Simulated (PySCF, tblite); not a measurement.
**CH2BF2 radical: geometry, infrared bands and EPR parameters**

What infrared bands and EPR parameters should CH2BF2 radical (`[CH2]B(F)F`) show?

Programs: tblite 0.8.0 and PySCF 2.14.0, with density-fitted response routines of our own. Each step states its level of theory. These are calculated values for one molecule in the gas phase, unless marked as measured. Atoms count from 0, in the outputs and in this text.

**1. Starting geometry**

6 atoms, charge 0, multiplicity 2; geometry from: force field or distance geometry start.

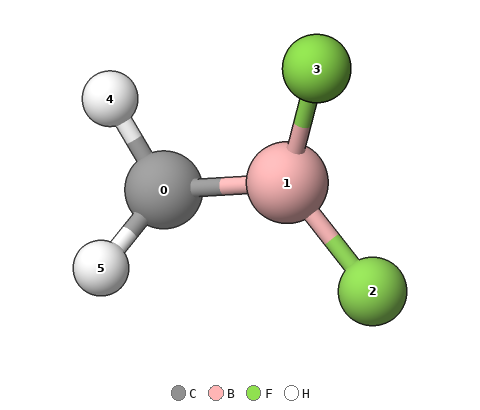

The starting geometry (carbon grey, boron pink, fluorine green, hydrogen white), atoms numbered; sticks join atoms by distance.

**2. Geometry optimisation with GFN2-xTB**

What the job is given:

```
{"job": {"kind": "relax", "xc": "GFN2-xTB", "basis": "xTB"}, "charge": 0, "multiplicity": 2}
C     -0.856200    -0.121400    -0.312600
B      0.691000    -0.006400    -0.060200
F      1.535900    -1.191400    -0.151000
F      1.289200     1.269800     0.277900
H     -1.337400     0.877600    -0.188500
H     -1.319400    -0.826300     0.412800
```

The run is started by

```
$ OMP_NUM_THREADS=1 python probes_run.py task.json out
```

This one command runs all jobs of the session in turn.

Log:

```text
step      E/eV     max force
  0    -376.36903    3.607
  1    -376.87163    2.457
  2    -377.11884    3.426
  3    -377.26692    0.871
  4    -377.29778    0.714
  5    -377.37183    0.582
  6    -377.39729    0.622
  7    -377.41461    0.514
  8    -377.43185    0.380
  9    -377.44645    0.437
 10    -377.45527    0.310
 11    -377.45999    0.198
 12    -377.46250    0.171
 13    -377.46592    0.225
 14    -377.47080    0.278
 15    -377.47809    0.339
 16    -377.48518    0.299
 17    -377.49016    0.248
 18    -377.49456    0.193
 19    -377.49664    0.211
 20    -377.49859    0.145
 21    -377.50132    0.121
 22    -377.50392    0.109
 23    -377.50449    0.077
 24    -377.50489    0.064
 25    -377.50524    0.052
 26    -377.50554    0.043
 27    -377.50572    0.046
 28    -377.50586    0.045
 29    -377.50606    0.042
 30    -377.50632    0.040
 31    -377.50654    0.035
 32    -377.50663    0.020
 33    -377.50666    0.012
 34    -377.50667    0.014
 35    -377.50669    0.013
 36    -377.50669    0.006
```

It took 0.1 s on 1 thread of Arm Neoverse V1, shared host.

Step by step: (not every step is listed)

| step | energy from step 0 (eV) | largest force (eV/Å) |
| --- | --- | --- |
| 0 | 0.0000 | 3.6067 |
| 1 | -0.5026 | 2.4573 |
| 2 | -0.7498 | 3.4262 |
| 3 | -0.8979 | 0.8712 |
| 4 | -0.9287 | 0.7144 |
| 5 | -1.0028 | 0.5824 |
| 6 | -1.0283 | 0.6217 |
| 7 | -1.0456 | 0.5143 |
| 8 | -1.0628 | 0.3803 |
| 10 | -1.0862 | 0.3097 |
| 12 | -1.0935 | 0.1710 |
| 14 | -1.1018 | 0.2783 |
| 16 | -1.1162 | 0.2990 |
| 18 | -1.1255 | 0.1929 |
| 20 | -1.1296 | 0.1450 |
| 22 | -1.1349 | 0.1092 |
| 24 | -1.1359 | 0.0643 |
| 26 | -1.1365 | 0.0430 |
| 28 | -1.1368 | 0.0450 |
| 30 | -1.1373 | 0.0400 |
| 31 | -1.1375 | 0.0348 |
| 32 | -1.1376 | 0.0195 |
| 33 | -1.1376 | 0.0124 |
| 34 | -1.1376 | 0.0142 |
| 35 | -1.1377 | 0.0128 |
| 36 | -1.1377 | 0.0057 |

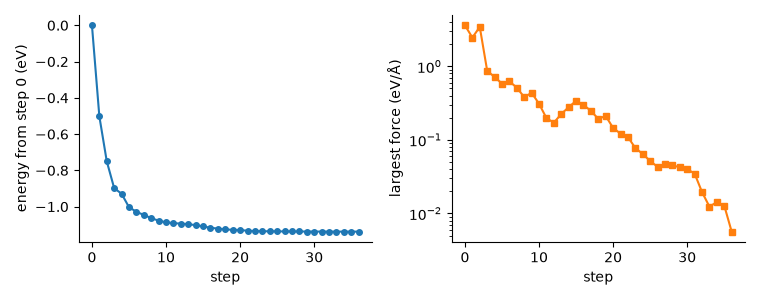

Energy and largest force along the relaxation.

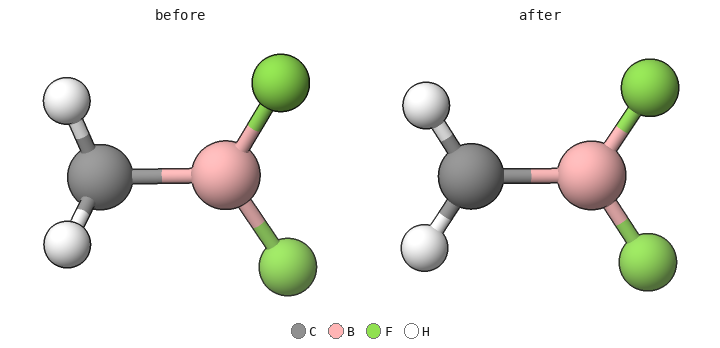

Before and after, at one scale.

Distances of close pairs at the start and the end, largest changes first:

| bond | before (Å) | after (Å) | change (Å) |
| --- | --- | --- | --- |
| B1–F2 | 1.458 | 1.326 | -0.132 |
| B1–F3 | 1.449 | 1.326 | -0.123 |
| C0–B1 | 1.572 | 1.513 | -0.058 |
| C0–H4 | 1.116 | 1.075 | -0.040 |
| C0–H5 | 1.112 | 1.075 | -0.037 |

The final coordinates are the input of the step that follows.

**3. Infrared spectrum with GFN2-xTB**

What the job is given:

```
{"job": {"kind": "ir", "xc": "GFN2-xTB", "basis": "xTB"}, "charge": 0, "multiplicity": 2}
C     -0.804696    -0.023968    -0.012799
B      0.707943     0.021883     0.004192
F      1.462057    -1.068392     0.046738
F      1.396053     1.155567    -0.021856
H     -1.406568     0.866493    -0.045876
H     -1.351666    -0.949594     0.008026
```

Log:

```text
mode    cm-1     km/mol
  1     294.3      0.06
  2     314.1      0.00
  3     426.7     26.46
  4     442.3     33.98
  5     715.3     99.77
  6     793.1      2.54
  7     814.3     11.44
  8    1246.5    396.03
  9    1288.9    207.41
 10    1393.4     97.75
 11    3123.3      0.00
 12    3164.8      7.22
```

Wall time 0.07 s (1 thread of Arm Neoverse V1, shared host).

Which atoms move in the most intense modes:

| cm⁻¹ | km/mol | atoms |
| --- | --- | --- |
| 427 | 26.5 | F2 36 %, F3 36 %, C0 16 % |
| 442 | 34.0 | B1 72 % |
| 715 | 99.8 | H5 32 %, H4 31 %, C0 26 %, B1 10 % |
| 814 | 11.4 | C0 36 %, F2 28 %, F3 28 % |
| 1246 | 396.0 | B1 73 %, F3 12 %, F2 12 % |
| 1289 | 207.4 | B1 62 %, H5 12 %, H4 12 % |
| 1393 | 97.8 | H5 34 %, H4 34 %, C0 21 %, B1 11 % |
| 3165 | 7.2 | H4 46 %, H5 44 %, C0 10 % |

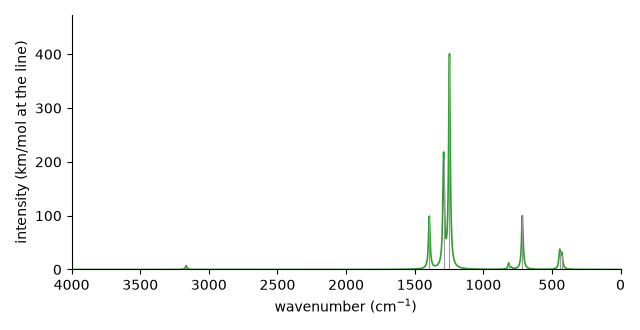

The infrared spectrum from these modes, unscaled. Lines are broadened to a width of 14 cm⁻¹ (Lorentzian).

**4. EPR parameters: B3LYP/pcH-1**

Same as in step 3 but for these lines:

```diff
@@ -1,2 +1,2 @@
-{"job": {"kind": "ir", "xc": "GFN2-xTB", "basis": "xTB"}, "charge": 0, "multiplicity": 2}
+{"job": {"kind": "epr", "basis": "pcH-1"}, "charge": 0, "multiplicity": 2}
 C     -0.804696    -0.023968    -0.012799
```

With the program's defaults for keys left out, this is: UKS B3LYP, pcH-1 on B C F H, non-relativistic, mean-field spin-orbit, GIAO.

Log:

```text
UKS, coarse grid
  cycle   1  E = -263.87533491  |g| = 4.63e-01
  cycle   2  E = -263.79813766  |g| = 7.20e-01
  cycle   3  E = -263.93992232  |g| = 3.48e-02
  cycle   4  E = -263.94039198  |g| = 1.93e-02
  cycle   5  E = -263.94057469  |g| = 2.11e-03
  cycle   6  E = -263.94057817  |g| = 9.74e-04
UKS, final grid
  cycle   1  E = -263.94074058  |g| = 6.65e-04
  cycle   2  E = -263.94074067  |g| = 6.29e-04
  cycle   3  E = -263.94074084  |g| = 1.17e-04
  cycle   4  E = -263.94074085  |g| = 6.36e-05
  cycle   5  E = -263.94074085  |g| = 2.53e-05
internal stability: stable
E = -263.94074085 Eh   <S^2> = 0.7523 (exact 0.7500)
g shifts (ppm)      1          2          3
  rmc          -140       -140       -140
  gc              6         36         38
  oz_so          -5        793       1400
  total        -140        689       1297
hyperfine (MHz)  atom isotope    a_iso     a_fc   dipolar eigenvalues
    0   13C      62.22      62.22    -72.49    -71.79    144.28
    1   11B     -30.62     -30.62     -8.86      0.01      8.85
    2   19F      15.47      15.47    -54.83    -49.60    104.43
    3   19F      15.45      15.45    -54.79    -49.56    104.35
    4    1H     -56.29     -56.29    -34.75     -1.64     36.38
    5    1H     -56.29     -56.29    -34.74     -1.64     36.38
```

Wall time 22 s (1 thread of Arm Neoverse V1, shared host); peak memory 0.38 GiB.

Principal g values 2.00218, 2.00301, 2.00362; g(iso) = 2.00294, against 2.00232 for a free electron.

Hyperfine couplings; where a row names several nuclei, a(iso) is their mean (it holds for fast rotation or exchange) and the dipolar term the largest among them:

| nuclei | isotope | a(iso) (MHz) | a(iso) (G, at g = 2.0023) | largest dipolar term (MHz) |
| --- | --- | --- | --- | --- |
| C0 | 13C | 62.2 | 22.2 | 144.3 |
| H4, H5 | 1H | -56.3 | -20.1 | 36.4 |
| B1 | 11B | -30.6 | -10.9 | -8.9 |
| F2, F3 | 19F | 15.5 | 5.5 | 104.4 |

Mulliken spin populations:

| atom | value (e) |
| --- | --- |
| C0 | 0.99 |
| B1 | 0.05 |
| F2 | 0.02 |
| F3 | 0.02 |
| H4 | -0.04 |
| H5 | -0.04 |

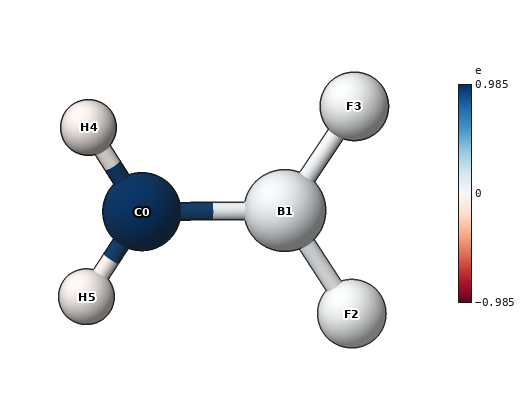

Mulliken spin populations, as colours on the atoms.

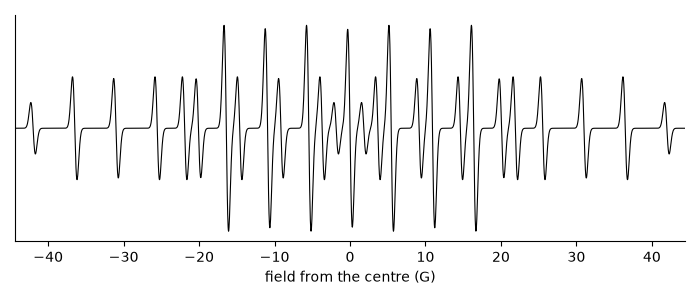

First-order isotropic spectrum (first derivative, main isotopes with spin only, couplings over 0.8 MHz, Gaussian width 0.3 G; couplings of the frozen geometry, rotation of groups not averaged beyond the rows shown).

The fields below are evaluated on a grid from the run's orbitals.

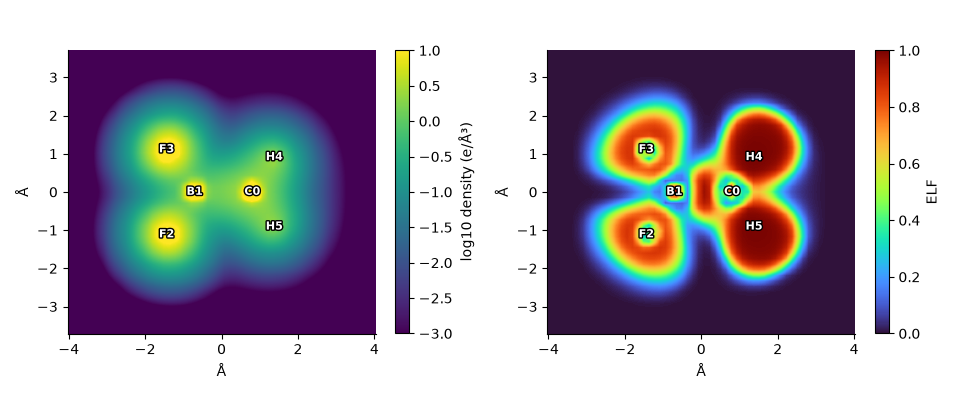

Density (left) and ELF (right) in a plane through or near 6 of the atoms.

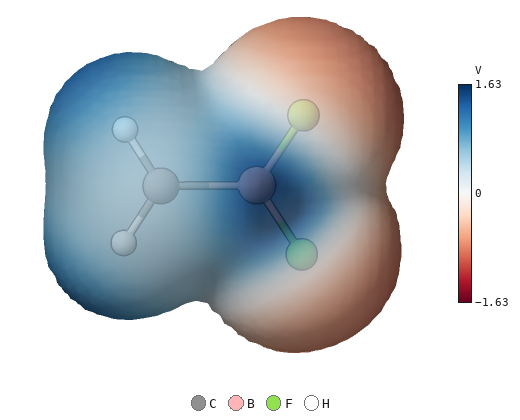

The potential that a unit positive charge feels on the 0.002 e/bohr³ surface, from -0.88 V near F2 to 1.63 V near B1.

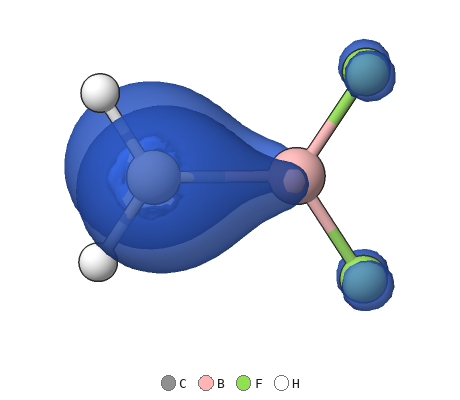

Spin density at ±0.04 e/Å³ (alpha excess blue, beta excess red).

**5. What came out**

| quantity | value |
| --- | --- |
| strongest single infrared mode (GFN2-xTB) | 1246 cm⁻¹, 396 km/mol |
| zero-point energy (GFN2-xTB) | 20.0 kcal/mol |
| g(iso) (B3LYP) | 2.00294 |
| ⟨S²⟩ | 0.752 (exact 0.75) |
| largest a(iso) (averaged by class) | 13C on C0, 62.2 MHz |
| surface potential, least and greatest | -0.88 V and 1.63 V |

In words: The optimisation took 36 steps and gained 1.138 eV; among the close pairs (by a distance rule), B1–F2 changed most, from 1.458 to 1.326 Å. No mode is imaginary among the 12: a minimum at this level. The strongest single mode, at 1246 cm⁻¹, moves mainly B1. GFN2-xTB is a fitted tight-binding method: band positions and strengths are rough. Its intensities can rank the bands wrongly. C0 carries the largest spin population, 0.99 e. The isotropic g lies 0.6 ppt above the free-electron value.
